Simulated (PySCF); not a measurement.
# What a change does: excited-state calculation on C₂H₅BrOSi

System: C₂H₅BrOSi.
Method of run 1: TDDFT B3LYP/def2-SVPD, vertical, gas phase, core orbitals frozen in the response (PySCF 2.14.0).

The geometry comes from this level: PBE0-D3(BJ)/def2-SVP. Text and figures count atoms from 1; the logs count them from 0 in places.

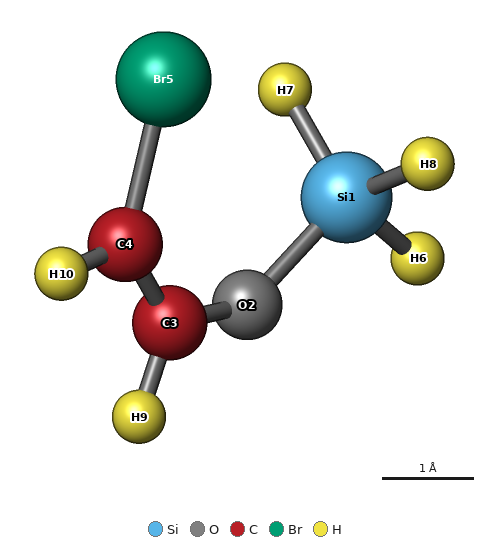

The input geometry (ball-and-stick view, seen at a tilt; atoms are numbered from 1 in the order of the input).

Input file, run 1:
```
{"job": {"kind": "uv", "xc": "B3LYP", "basis": "def2-SVPD", "ip": true}, "charge": 0, "multiplicity": 1}
Si     1.606899    -0.440469    -0.207444
O      0.013176    -0.986510    -0.110767
C     -1.183637    -0.467003     0.148680
C     -1.576563     0.811773     0.168279
Br    -0.456037     2.273001    -0.199074
H      2.391005    -1.705210    -0.244738
H      1.854295     0.332355    -1.454392
H      1.974090     0.346158     1.002502
H     -1.940808    -1.230474     0.365101
H     -2.608230     1.075589     0.397495
```

The first line tells a small driver script what to run in PySCF; the rest is the geometry in Å.

Launched with:
```bash
OMP_NUM_THREADS=1 python <driver script> task.json out
```

Hardware: 1 CPU thread, shared host.

Output (run 1):
```
coarse grid: 41648 points
cycle   1  E = -3017.5656905770  dE = -5.804e-01  |g| = 6.068e-01  |ddm| = 4.657e+00
cycle   2  E = -3017.4052475477  dE =  1.604e-01  |g| = 1.086e+00  |ddm| = 1.567e+00
cycle   3  E = -3017.6269923484  dE = -2.217e-01  |g| = 1.420e-01  |ddm| = 1.063e+00
cycle   4  E = -3017.6307244851  dE = -3.732e-03  |g| = 7.358e-02  |ddm| = 2.622e-01
cycle   5  E = -3017.6320867778  dE = -1.362e-03  |g| = 1.275e-02  |ddm| = 1.014e-01
cycle   6  E = -3017.6321278426  dE = -4.106e-05  |g| = 2.083e-03  |ddm| = 2.387e-02
cycle   7  E = -3017.6321290967  dE = -1.254e-06  |g| = 3.311e-04  |ddm| = 5.279e-03
final grid: 85488 points
cycle   8  E = -3017.6321305006  dE = -2.787e-08  |g| = 3.710e-04  |ddm| = 5.273e-03
cycle   9  E = -3017.6321304327  dE =  6.784e-08  |g| = 6.289e-04  |ddm| = 1.800e-03
cycle  10  E = -3017.6321305364  dE = -1.037e-07  |g| = 1.168e-04  |ddm| = 9.562e-04
cycle  11  E = -3017.6321305396  dE = -3.168e-09  |g| = 1.471e-05  |ddm| = 1.966e-04
cycle  12  E = -3017.6321305397  dE = -4.866e-11  |g| = 4.074e-06  |ddm| = 1.964e-05
converged SCF energy = -3017.6321305397

Static polarisability (au): isotropic 77.061, principal 58.929 79.090 93.163

Singlet excitations
state   eV       nm        f      main configurations
  1   5.1552    240.5   0.00033   H->L 0.88, H->L+1 0.09
  2   5.5085    225.1   0.00050   H->L+2 0.72, H->L+1 0.22
  3   6.0235    205.8   0.14472   H->L+1 0.60, H->L+2 0.20
  4   6.1734    200.8   0.02076   H->L+3 0.84
  5   6.5060    190.6   0.00095   H->L+4 0.93
  6   6.6685    185.9   0.00803   H-1->L 0.92
  7   6.7787    182.9   0.00690   H-1->L+1 0.48, H->L+5 0.43
  8   6.7882    182.6   0.01356   H->L+5 0.53, H-1->L+1 0.36
  9   7.0702    175.4   0.05006   H-1->L+2 0.79, H-1->L+1 0.12
 10   7.2778    170.4   0.01291   H->L+6 0.68, H->L+7 0.26

Triplet excitations (Tamm-Dancoff, eV): 4.0832 4.7019 5.4025 6.0583
Vertical ionisation energy (delta-SCF) = 8.8071 eV
```

For run 2 the input was changed thus:
```diff
-"xc": "B3LYP"
+"xc": "LC-wPBE"
```

What does this change do to the results?

The total energies belong to different methods, so their difference says nothing on which is more stable or more accurate. The HOMO goes from −6.60 to −9.42 eV. The LUMO goes from −0.30 to 1.83 eV. The dipole moment goes from 0.68 to 0.75 D. The lowest excitation goes from 5.16 to 5.79 eV. The strongest computed line goes from 6.02 to 6.57 eV. The functional changes from B3LYP to LC-wPBE. The number of SCF iterations is the same.

Output (run 2):
```
coarse grid: 41648 points
cycle   1  E = -3016.9556218140  dE = -4.931e-01  |g| = 6.019e-01  |ddm| = 4.476e+00
cycle   2  E = -3016.9589362247  dE = -3.314e-03  |g| = 6.441e-01  |ddm| = 1.444e+00
cycle   3  E = -3017.0336428345  dE = -7.471e-02  |g| = 7.399e-02  |ddm| = 6.113e-01
cycle   4  E = -3017.0349090687  dE = -1.266e-03  |g| = 2.593e-02  |ddm| = 1.557e-01
cycle   5  E = -3017.0350970218  dE = -1.880e-04  |g| = 7.666e-03  |ddm| = 7.227e-02
cycle   6  E = -3017.0351167129  dE = -1.969e-05  |g| = 2.315e-03  |ddm| = 2.066e-02
cycle   7  E = -3017.0351187970  dE = -2.084e-06  |g| = 7.240e-04  |ddm| = 7.648e-03
final grid: 85488 points
cycle   8  E = -3017.0350784335  dE = -2.857e-07  |g| = 7.669e-04  |ddm| = 3.866e-03
cycle   9  E = -3017.0350785126  dE = -7.916e-08  |g| = 6.493e-04  |ddm| = 2.125e-03
cycle  10  E = -3017.0350786090  dE = -9.636e-08  |g| = 8.087e-05  |ddm| = 9.214e-04
cycle  11  E = -3017.0350786121  dE = -3.069e-09  |g| = 3.946e-05  |ddm| = 2.028e-04
cycle  12  E = -3017.0350786130  dE = -9.500e-10  |g| = 1.194e-05  |ddm| = 1.750e-04
converged SCF energy = -3017.0350786130

Static polarisability (au): isotropic 74.224, principal 57.365 75.749 89.557

Singlet excitations
state   eV       nm        f      main configurations
  1   5.7872    214.2   0.00022   H->L 0.47, H->L+5 0.11
  2   6.5666    188.8   0.24364   H->L+2 0.57, H->L+3 0.35
  3   6.6874    185.4   0.00253   H->L+1 0.83
  4   7.0740    175.3   0.00059   H-1->L 0.49, H-1->L+5 0.08
  5   7.5061    165.2   0.00471   H->L+3 0.24, H->L+4 0.22, H->L+5 0.18
  6   7.7969    159.0   0.00063   H-1->L+2 0.50, H-1->L+3 0.29
  7   7.9004    156.9   0.04139   H->L+4 0.52, H->L+3 0.12
  8   7.9812    155.3   0.00400   H->L+5 0.41, H->L 0.16, H->L+9 0.09
  9   8.0861    153.3   0.05534   H-1->L+1 0.44, H-2->L+1 0.14
 10   8.3549    148.4   0.00125   H-3->L 0.19, H-2->L+2 0.13, H-2->L 0.09

Triplet excitations (Tamm-Dancoff, eV): 3.9925 5.2019 6.3039 6.4989
Vertical ionisation energy (delta-SCF) = 9.0822 eV
```

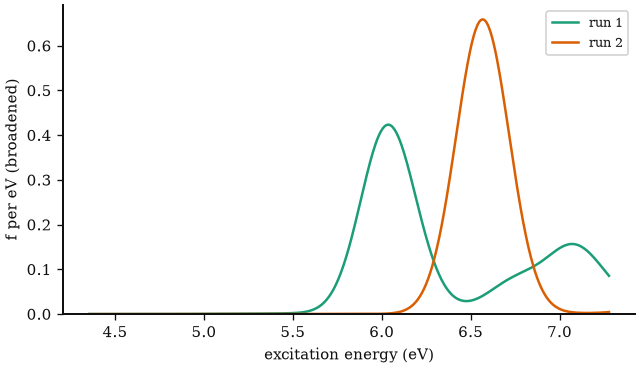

Absorption of the two runs from their computed states, each broadened by a Gaussian of 0.35 eV full width; the range ends where the shorter list of states ends.

The two runs side by side:

| quantity | run 1 | run 2 |
| --- | --- | --- |
| outcome | converged | converged |
| total energy (hartree) | −3017.632131 | −3017.035079 |
| HOMO (eV) | −6.60 | −9.42 |
| LUMO (eV) | −0.30 | 1.83 |
| dipole moment (D) | 0.68 | 0.75 |
| lowest excitation (eV) | 5.16 | 5.79 |
| SCF iterations | 12 | 12 |
| strongest computed line (eV) | 6.02 | 6.57 |
| basis functions | 168 | 168 |
| wall time (shared host) | 46 s | 78 s |

For both runs: Spin–orbit coupling is left out, which matters for the heavy atoms.
